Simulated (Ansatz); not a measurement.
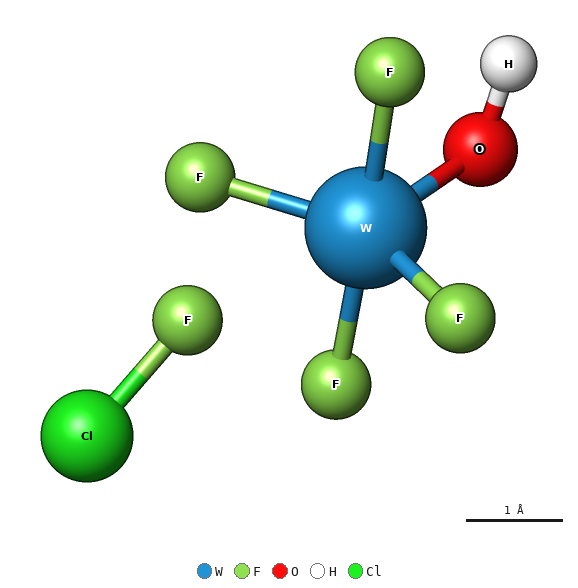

**Figure 1.** The starting structure (ball-and-stick view, seen at a tilt). Sticks mark near contacts. Bond lengths as drawn: Cl–F 1.60 Å, F–W 1.86 to 1.92 Å, H–O 0.99 Å and O–W 1.87 Å.

Run report: WHClOF₅, geometry relaxation

System: WHClOF₅, multiplicity 2.
Method: UKS PBE/def2-SVP (Ansatz 0.2.0).

It belongs to a series of runs on one base structure; here: end point B relaxed.

**Input file**
```yaml
crystal:
  periodic: [false, false, false]
  atoms:
    - { symbol: W, position_ang: [0.081381, -0.021249, -0.282968] }
    - { symbol: F, position_ang: [0.122554, 0.445141, 2.721347] }
    - { symbol: F, position_ang: [1.839864, -0.039494, 0.312844] }
    - { symbol: F, position_ang: [0.166175, 1.881548, -0.525199] }
    - { symbol: F, position_ang: [-1.67856, 0.121529, 0.294277] }
    - { symbol: F, position_ang: [-0.008146, -1.891671, 0.047064] }
    - { symbol: O, position_ang: [0.097566, -0.027506, -2.156238] }
    - { symbol: H, position_ang: [0.146859, 0.884588, -2.537212] }
    - { symbol: Cl, position_ang: [-0.239893, -0.560485, 3.908984] }
magnetization:
  spin_polarized: true
  initial_magnetization: 1
basis:
  gaussian: { orbitals: def2-SVP }
hamiltonian:
  xc: pbe
relax:
  f_tol: 0.03
  max_steps: 50
```

Launched with:
```bash
ansatz run input.yaml --threads 4 --pin off --max-ram 5120MiB --backend cpu --events-out ev --progress --plain --runs-dir out
```

**Output**
```
The last accepted step is kept in [file] (removed where the run ends without a failure and the disk answers)
Engine: ansatz 0.2.0, aarch64-unknown-linux-gnu
Functional definition: PBE
  parameter kappa = 0.804
  parameter beta = 0.06672455060314922
  exchange = pbe_x(kappa = kappa, mu = beta*pi^2/3)
  correlation = pbe_c(beta = beta)
1443 factors; their error is unknown
mean field evaluation 1: about -29952.0414 eV, gradient 6.2e1 eV
mean field evaluation 2: about -29741.8152 eV, gradient 2.2e2 eV
mean field evaluation 4: about -29963.3258 eV, gradient 2.3e1 eV
mean field evaluation 8: about -29965.0722 eV, gradient 5.9e-1 eV
mean field evaluation 16: about -29964.9822 eV, gradient 2.0e-3 eV
mean field evaluation 32: about -29964.9773 eV, gradient 8.7e-1 eV
mean field -29964.98218990 eV, -1101.1927844844 hartree, gradient 2.9e-5 eV, S^2 0.752412; 5 other end points of the search recorded, 0 dependent functions left out
the calculation of the forces begins
reference -29964.98226146 eV, -1101.1927871142 hartree; 43, 42 occupied and 96, 97 virtual orbitals, 1443 factors
relax step   1: F+E_penalty+E_count = -29964.98218990 eV  Δ(F+E_penalty+E_count) = +0.000e0 eV  max|allowed force component| = 2.405e0 eV/Å  Δτ_max = 0.0000 Å  (111 SCF iters, accepted)
these checks for a lower state are left out or cut short: starts, cluster_reference, orbital_swaps, neighbouring_geometries, increment
1443 factors; their error is unknown
mean field -29965.15701564 eV, -1101.1992092117 hartree, gradient 2.2e-5 eV, S^2 0.752443; 0 other end points of the search recorded, 0 dependent functions left out
[... from here on the field's lines of each further geometry are left out, up to the last ...]
relax step   2: F+E_penalty+E_count = -29965.15701564 eV  Δ(F+E_penalty+E_count) = -1.748e-1 eV  max|allowed force component| = 2.137e0 eV/Å  Δτ_max = 0.1967 Å  (43 SCF iters, accepted)
relax step   3: F+E_penalty+E_count = -29965.35647979 eV  Δ(F+E_penalty+E_count) = -1.995e-1 eV  max|allowed force component| = 2.519e0 eV/Å  Δτ_max = 0.1904 Å  (45 SCF iters, accepted)
relax step   4: F+E_penalty+E_count = -29965.64386415 eV  Δ(F+E_penalty+E_count) = -2.874e-1 eV  max|allowed force component| = 3.036e0 eV/Å  Δτ_max = 0.1948 Å  (46 SCF iters, accepted)
relax step   5: F+E_penalty+E_count = -29965.94049751 eV  Δ(F+E_penalty+E_count) = -2.966e-1 eV  max|allowed force component| = 3.275e0 eV/Å  Δτ_max = 0.0902 Å  (46 SCF iters, accepted)
relax step   6: F+E_penalty+E_count = -29966.24087575 eV  Δ(F+E_penalty+E_count) = -3.004e-1 eV  max|allowed force component| = 3.274e0 eV/Å  Δτ_max = 0.0653 Å  (46 SCF iters, accepted)
relax step   7: F+E_penalty+E_count = -29967.11900658 eV  Δ(F+E_penalty+E_count) = -8.781e-1 eV  max|allowed force component| = 1.292e0 eV/Å  Δτ_max = 0.1943 Å  (52 SCF iters, accepted)
relax step   8: F+E_penalty+E_count = -29967.35553552 eV  Δ(F+E_penalty+E_count) = -2.365e-1 eV  max|allowed force component| = 7.189e-1 eV/Å  Δτ_max = 0.1948 Å  (52 SCF iters, accepted)
relax step   9: F+E_penalty+E_count = -29967.40496652 eV  Δ(F+E_penalty+E_count) = -4.943e-2 eV  max|allowed force component| = 1.098e0 eV/Å  Δτ_max = 0.2000 Å  (63 SCF iters, accepted)
relax step  10: F+E_penalty+E_count = -29967.45571805 eV  Δ(F+E_penalty+E_count) = -5.075e-2 eV  max|allowed force component| = 3.704e-1 eV/Å  Δτ_max = 0.1684 Å  (79 SCF iters, accepted)
relax step  11: F+E_penalty+E_count = -29967.46269477 eV  Δ(F+E_penalty+E_count) = -6.977e-3 eV  max|allowed force component| = 3.218e-1 eV/Å  Δτ_max = 0.0594 Å  (79 SCF iters, accepted)
relax step  12: F+E_penalty+E_count = -29967.45902379 eV  Δ(F+E_penalty+E_count) = +3.671e-3 eV  max|allowed force component| = 8.788e-1 eV/Å  Δτ_max = 0.1974 Å  (74 SCF iters, rejected (line search))
relax step  13: F+E_penalty+E_count = -29967.47381977 eV  Δ(F+E_penalty+E_count) = -1.113e-2 eV  max|allowed force component| = 6.740e-2 eV/Å  Δτ_max = 0.0984 Å  (73 SCF iters, accepted)
relax step  14: F+E_penalty+E_count = -29967.47625091 eV  Δ(F+E_penalty+E_count) = -2.431e-3 eV  max|allowed force component| = 6.488e-2 eV/Å  Δτ_max = 0.0434 Å  (75 SCF iters, accepted)
relax step  15: F+E_penalty+E_count = -29967.47365356 eV  Δ(F+E_penalty+E_count) = +2.597e-3 eV  max|allowed force component| = 7.498e-1 eV/Å  Δτ_max = 0.1438 Å  (77 SCF iters, rejected (line search))
relax step  16: F+E_penalty+E_count = -29967.47856414 eV  Δ(F+E_penalty+E_count) = -2.313e-3 eV  max|allowed force component| = 6.167e-2 eV/Å  Δτ_max = 0.0717 Å  (76 SCF iters, accepted)
relax step  17: F+E_penalty+E_count = -29967.48051787 eV  Δ(F+E_penalty+E_count) = -1.954e-3 eV  max|allowed force component| = 4.096e-2 eV/Å  Δτ_max = 0.0395 Å  (56 SCF iters, accepted)
relax step  18: F+E_penalty+E_count = -29967.48200065 eV  Δ(F+E_penalty+E_count) = -1.483e-3 eV  max|allowed force component| = 4.639e-2 eV/Å  Δτ_max = 0.0733 Å  (70 SCF iters, accepted)
relax step  19: F+E_penalty+E_count = -29967.48261379 eV  Δ(F+E_penalty+E_count) = -6.131e-4 eV  max|allowed force component| = 4.952e-2 eV/Å  Δτ_max = 0.0662 Å  (73 SCF iters, accepted)
relax step  20: F+E_penalty+E_count = -29967.48293834 eV  Δ(F+E_penalty+E_count) = -3.245e-4 eV  max|allowed force component| = 4.975e-2 eV/Å  Δτ_max = 0.0377 Å  (56 SCF iters, accepted)
relax step  21: F+E_penalty+E_count = -29967.48293561 eV  Δ(F+E_penalty+E_count) = +2.725e-6 eV  max|allowed force component| = 1.340e-1 eV/Å  Δτ_max = 0.0360 Å  (57 SCF iters, rejected (line search))
relax step  22: F+E_penalty+E_count = -29967.48306073 eV  Δ(F+E_penalty+E_count) = -1.224e-4 eV  max|allowed force component| = 5.209e-3 eV/Å  Δτ_max = 0.0180 Å  (62 SCF iters, accepted)
relax step  23: F+E_penalty+E_count = -29967.48308239 eV  Δ(F+E_penalty+E_count) = -2.166e-5 eV  max|allowed force component| = 1.198e-1 eV/Å  Δτ_max = 0.0481 Å  (57 SCF iters, accepted)
relax step  24: F+E_penalty+E_count = -29967.48316050 eV  Δ(F+E_penalty+E_count) = -7.811e-5 eV  max|allowed force component| = 4.555e-2 eV/Å  Δτ_max = 0.0134 Å  (74 SCF iters, accepted)
the calculation of the forces begins
reference -29967.48328295 eV, -1101.2846979588 hartree; 43, 42 occupied and 96, 97 virtual orbitals, 1443 factors
relax step  25: F+E_penalty+E_count = -29967.48321188 eV  Δ(F+E_penalty+E_count) = -5.138e-5 eV  max|allowed force component| = 1.260e-3 eV/Å  Δτ_max = 0.0125 Å  (72 SCF iters, accepted)
1443 factors; their error is unknown
mean field evaluation 384: about -29967.4832 eV, gradient 1.9e-4 eV
mean field evaluation 416: about -29967.4280 eV, gradient 1.1e0 eV
```

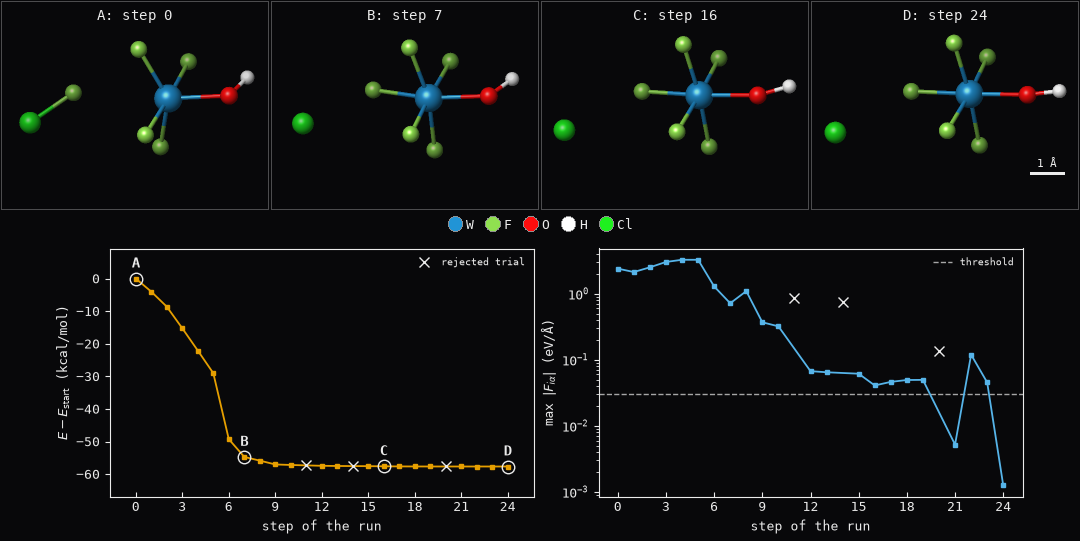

**Figure 2.** Frames of the relaxation (ball-and-stick view, seen at a tilt) above the curves, on which the letters mark them (the first geometry is step 0 here and step 1 in the log).

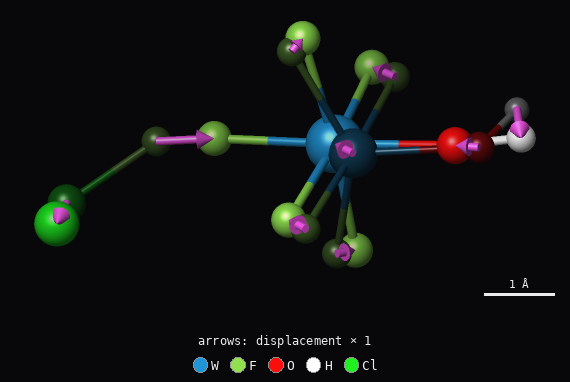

**Figure 3.** Start (faint) and end (solid) with the displacements as pink arrows, at true length (ball-and-stick view, seen at a tilt). The two geometries are laid on each other by the best rigid fit. The energy falls by 57.7 kcal/mol in 24 geometry steps. Largest force component: 2.4 eV/Å at the start, 0.0013 eV/Å at the end. The line search rejected the trial steps at points 11, 14, 20 (counted from 0) and went back. The atom that moves furthest after the best rigid fit is F2 (0.83 Å). By element the largest moves are F 0.83 Å, H 0.79 Å, Cl 0.65 Å, W 0.43 Å, O 0.37 Å. Distances before and after: W1–F2 3.041 → 1.881 Å, F2–Cl9 1.598 → 2.692 Å, W1–F4 1.920 → 1.874 Å, W1–F6 1.901 → 1.867 Å. New bonds form: W1–F2 (3.04 → 1.88 Å). Bonds break: F2–Cl9 (1.60 → 2.69 Å). Among the angles that change: W1–O7–H8 112.5° → 168.0°, F3–W1–F5 143.0° → 174.8°, F5–W1–O7 108.6° → 92.6°. (Atoms are counted from 1 in the order of the input.)

```
mean field -29967.48321188 eV, -1101.2846953470 hartree, gradient 3.4e-6 eV, S^2 0.751530; 7 other end points of the search recorded, 0 dependent functions left out
the calculation of the forces begins
reference -29967.48328295 eV, -1101.2846979588 hartree; 43, 42 occupied and 96, 97 virtual orbitals, 1443 factors
Total energy: -29967.48328295 eV, -1101.2846979588 hartree
Atom 0 at     0.079322     0.252350     0.043191 Å, force    -0.000057     0.001260     0.000711 eV/Å
Atom 1 at     0.057860     0.559309     1.898827 Å, force     0.000332    -0.001191    -0.000788 eV/Å
Atom 2 at     1.943545     0.153107     0.165789 Å, force     0.000089     0.000567     0.000090 eV/Å
Atom 3 at     0.180657     2.114396    -0.139870 Å, force     0.000053    -0.000250     0.000077 eV/Å
Atom 4 at    -1.788418     0.348538     0.088880 Å, force     0.000069     0.000243     0.000075 eV/Å
Atom 5 at    -0.023176    -1.583303     0.365440 Å, force     0.000075     0.000639     0.000103 eV/Å
Atom 6 at     0.106440     0.039356    -1.789795 Å, force    -0.000175    -0.000028     0.000213 eV/Å
Atom 7 at     0.133461     0.129090    -2.755644 Å, force    -0.000093    -0.001003    -0.000233 eV/Å
Atom 8 at    -0.161891    -1.220443     3.906081 Å, force    -0.000293    -0.000238    -0.000249 eV/Å
Dipole moment:     0.020712    -0.016338    -0.923657 e Å
```

**Trajectory as extended XYZ (Å, eV, eV/Å), 12 of the 25 frames kept, from step=1 to step=25**
```
9
Properties=species:S:1:pos:R:3:forces:R:3 step=1 energy=-29964.98219
W     0.0814   -0.0212   -0.2830    0.0016   0.0518   0.1446
F     0.1226    0.4451    2.7213    0.6574   1.7979  -2.4050
F     1.8399   -0.0395    0.3128    0.0094   0.0055   0.0144
F     0.1662    1.8815   -0.5252    0.0015   0.0066   0.0047
F    -1.6786    0.1215    0.2943   -0.0015   0.0080   0.0160
F    -0.0081   -1.8917    0.0471    0.0002  -0.0106   0.0186
O     0.0976   -0.0275   -2.1562   -0.0016  -0.0268   0.0499
H     0.1469    0.8846   -2.5372   -0.0035   0.0104   0.0106
Cl   -0.2399   -0.5605    3.9090   -0.6635  -1.8427   2.1461
9
Properties=species:S:1:pos:R:3:forces:R:3 step=3 energy=-29965.35648
W     0.0826   -0.0082   -0.1832   -0.0154   0.0057   0.7223
F     0.0968    0.3667    2.3454    0.4611   1.3337  -2.5194
F     1.8546   -0.0319    0.3685    0.0306  -0.0216  -0.1584
F     0.1683    1.8890   -0.4458   -0.0044  -0.1244   0.0811
F    -1.6888    0.1336    0.3540   -0.0273  -0.0126  -0.1673
F    -0.0075   -1.8783    0.1268    0.0100   0.1636  -0.0679
O     0.0948   -0.0333   -2.0559   -0.0008   0.0677   0.1575
H     0.1426    0.8704   -2.4568   -0.0024  -0.0870   0.0006
Cl   -0.2155   -0.5156    3.7298   -0.4514  -1.3251   1.9515
9
Properties=species:S:1:pos:R:3:forces:R:3 step=5 energy=-29965.94050
W     0.0744    0.0137   -0.0719   -0.0614   0.0084   1.2300
F     0.0667    0.4384    2.0934    0.4113   1.6975  -3.2751
F     1.8817   -0.0521    0.3555    0.0474  -0.0144  -0.1932
F     0.1665    1.9006   -0.3244   -0.0026  -0.2037   0.0453
F    -1.7387    0.1284    0.3225   -0.0282  -0.0148  -0.2283
F    -0.0191   -1.8514    0.1933    0.0116   0.2408  -0.0926
O     0.0935   -0.0550   -1.9378    0.0220   0.2379   0.0775
H     0.1597    0.8257   -2.3804   -0.0159  -0.1765  -0.0842
Cl   -0.1568   -0.5560    3.5326   -0.3842  -1.7751   2.5206
9
Properties=species:S:1:pos:R:3:forces:R:3 step=8 energy=-29967.35554
W     0.0654    0.0490    0.0260    0.0434   0.6738   0.7189
F     0.0690    0.6301    1.8516   -0.0102  -0.0346  -0.5551
F     1.9167   -0.0706    0.2656   -0.1060  -0.0798  -0.1664
F     0.1676    1.9117   -0.2743   -0.0098  -0.1408  -0.1538
F    -1.7967    0.1197    0.1885    0.1251  -0.0802  -0.1336
F    -0.0323   -1.7924    0.2171   -0.0110  -0.1348   0.0015
O     0.1036   -0.0424   -1.8442    0.0169   0.2928   0.0424
H     0.1671    0.7596   -2.4087   -0.0155  -0.2583  -0.0517
Cl   -0.1326   -0.7723    3.7612   -0.0329  -0.2380   0.2977
9
Properties=species:S:1:pos:R:3:forces:R:3 step=10 energy=-29967.45572
W     0.0708    0.1328    0.0244   -0.0268  -0.1699   0.3704
F     0.0548    0.6099    1.8530    0.0036   0.0095  -0.1341
F     1.9281   -0.0047    0.1842    0.0223   0.0157   0.0063
F     0.1764    1.9763   -0.3080    0.0052   0.1284   0.0520
F    -1.7961    0.1929    0.0977   -0.0119   0.0195   0.0040
F    -0.0336   -1.7069    0.2898    0.0014   0.0060   0.0030
O     0.1059   -0.0413   -1.8292   -0.0002  -0.0340  -0.0671
H     0.1625    0.6245   -2.5358    0.0067   0.0314  -0.2255
Cl   -0.1410   -0.9911    4.0069   -0.0002  -0.0065  -0.0090
9
Properties=species:S:1:pos:R:3:forces:R:3 step=12 energy=-29967.45902 accepted=F
W     0.0729    0.1935    0.0409    0.0115   0.1668   0.1194
F     0.0499    0.6538    1.8779    0.0053  -0.1271  -0.3544
F     1.9372    0.0715    0.1740   -0.0933   0.0173   0.0292
F     0.1821    2.0517   -0.2640   -0.0134  -0.2682   0.0318
F    -1.7974    0.2758    0.0782    0.0793   0.0049   0.0335
F    -0.0356   -1.6361    0.3911    0.0064   0.1204  -0.0064
O     0.1063   -0.0480   -1.8067    0.0510   0.5433  -0.6979
H     0.1542    0.4163   -2.6859   -0.0497  -0.4846   0.8788
Cl   -0.1419   -1.1861    3.9773    0.0029   0.0273  -0.0339
9
Properties=species:S:1:pos:R:3:forces:R:3 step=14 energy=-29967.47625
W     0.0726    0.1735    0.0358   -0.0014  -0.0061   0.0649
F     0.0524    0.6144    1.8664   -0.0009  -0.0167  -0.0046
F     1.9331    0.0487    0.1833   -0.0039   0.0061  -0.0034
F     0.1792    2.0271   -0.2467    0.0000   0.0011  -0.0032
F    -1.7955    0.2491    0.0930    0.0043   0.0057  -0.0031
F    -0.0334   -1.6593    0.3508   -0.0007  -0.0061   0.0108
O     0.1068   -0.0272   -1.8115    0.0017   0.0311   0.0045
H     0.1549    0.4617   -2.6515    0.0002  -0.0178  -0.0548
Cl   -0.1421   -1.0956    3.9633    0.0005   0.0028  -0.0111
9
Properties=species:S:1:pos:R:3:forces:R:3 step=16 energy=-29967.47856
W     0.0736    0.1865    0.0348   -0.0024   0.0310   0.0617
F     0.0507    0.5860    1.8727    0.0028   0.0393   0.0249
F     1.9353    0.0752    0.1730    0.0161  -0.0102   0.0018
F     0.1795    2.0425   -0.2263    0.0005   0.0113   0.0522
F    -1.7938    0.2760    0.0829   -0.0176  -0.0099   0.0004
F    -0.0329   -1.6437    0.3706    0.0005  -0.0063  -0.0413
O     0.1077   -0.0084   -1.8074   -0.0002  -0.0422  -0.0532
H     0.1519    0.4003   -2.6885   -0.0003  -0.0161  -0.0356
Cl   -0.1440   -1.1219    3.9712    0.0005   0.0032  -0.0109
9
Properties=species:S:1:pos:R:3:forces:R:3 step=18 energy=-29967.48200
W     0.0746    0.2104    0.0415    0.0036   0.0464  -0.0096
F     0.0510    0.5779    1.8868   -0.0002  -0.0048   0.0009
F     1.9372    0.0985    0.1758   -0.0026  -0.0005   0.0002
F     0.1798    2.0708   -0.1788   -0.0006  -0.0126   0.0019
F    -1.7934    0.2990    0.0870    0.0020  -0.0010   0.0006
F    -0.0315   -1.6223    0.3662   -0.0007  -0.0114   0.0033
O     0.1080    0.0106   -1.7977   -0.0002  -0.0019  -0.0064
H     0.1468    0.2945   -2.7263   -0.0006  -0.0086   0.0058
Cl   -0.1448   -1.1471    3.9284   -0.0006  -0.0056   0.0031
9
Properties=species:S:1:pos:R:3:forces:R:3 step=21 energy=-29967.48294 accepted=F
W     0.0776    0.2447    0.0426    0.0009   0.0073  -0.0209
F     0.0544    0.5595    1.8963   -0.0006  -0.0019   0.0172
F     1.9416    0.1424    0.1680   -0.0004   0.0000   0.0004
F     0.1805    2.1069   -0.1426   -0.0001  -0.0019  -0.0035
F    -1.7902    0.3403    0.0858    0.0003   0.0000   0.0014
F    -0.0266   -1.5907    0.3638    0.0000  -0.0013   0.0025
O     0.1073    0.0361   -1.7915    0.0045   0.0164  -0.1304
H     0.1377    0.1583   -2.7566   -0.0043  -0.0175   0.1340
Cl   -0.1546   -1.2051    3.9172   -0.0003  -0.0011  -0.0006
9
Properties=species:S:1:pos:R:3:forces:R:3 step=23 energy=-29967.48308
W     0.0790    0.2531    0.0438   -0.0008  -0.0012   0.0229
F     0.0571    0.5609    1.8999    0.0005   0.0001  -0.0162
F     1.9431    0.1533    0.1671    0.0003   0.0022   0.0004
F     0.1807    2.1149   -0.1415    0.0003  -0.0002   0.0025
F    -1.7887    0.3496    0.0890   -0.0004   0.0015   0.0011
F    -0.0240   -1.5822    0.3673   -0.0003  -0.0027   0.0012
O     0.1064    0.0377   -1.7885    0.0039   0.0120  -0.1198
H     0.1342    0.1281   -2.7565   -0.0033  -0.0116   0.1077
Cl   -0.1600   -1.2231    3.9023   -0.0003  -0.0001   0.0003
9
Properties=species:S:1:pos:R:3:forces:R:3 step=25 energy=-29967.48321
W     0.0793    0.2524    0.0432   -0.0001   0.0013   0.0007
F     0.0579    0.5593    1.8988    0.0003  -0.0012  -0.0008
F     1.9435    0.1531    0.1658    0.0001   0.0006   0.0001
F     0.1807    2.1144   -0.1399    0.0001  -0.0003   0.0001
F    -1.7884    0.3485    0.0889    0.0001   0.0002   0.0001
F    -0.0232   -1.5833    0.3654    0.0001   0.0006   0.0001
O     0.1064    0.0394   -1.7898   -0.0002   0.0000   0.0002
H     0.1335    0.1291   -2.7556   -0.0001  -0.0010  -0.0002
Cl   -0.1619   -1.2204    3.9061   -0.0003  -0.0002  -0.0002
```

**Summary**

```json
{"quantity": "outcome", "value": "converged"}
{"quantity": "total energy", "value": "−29967.4833 eV"}
{"quantity": "mean-field energy", "value": "−29967.4833 eV"}
{"quantity": "⟨S²⟩", "value": "0.752"}
{"quantity": "largest force (length of the vector) at the end", "value": "0.001 eV/Å"}
{"quantity": "hardware", "value": "4 threads of Arm Neoverse V1, 24 GiB of memory available, shared host"}
{"quantity": "wall time", "value": "2.9 min (CPU time 11 min)"}
{"quantity": "peak memory", "value": "0.43 GiB"}
```
